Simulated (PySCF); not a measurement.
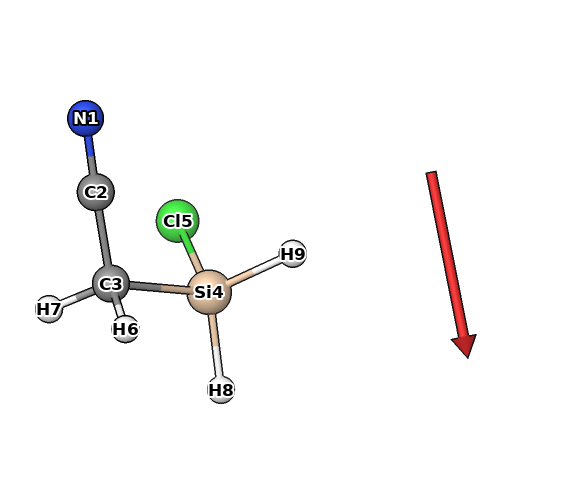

The arrow beside the molecule shows the direction of the dipole moment, from the negative to the positive end (its length means nothing). The geometry was computed by an optimisation with PBE0-D3(BJ)/def2-SVP. No frequency run is at hand to confirm it as a minimum. Properties computed with PBE0/pcSseg-1, gas phase (PySCF 2.14.0).

**How large is the dipole moment?**

4.44 D; it points from the side of N1 to the side of H8 (the outermost atoms at the two ends).
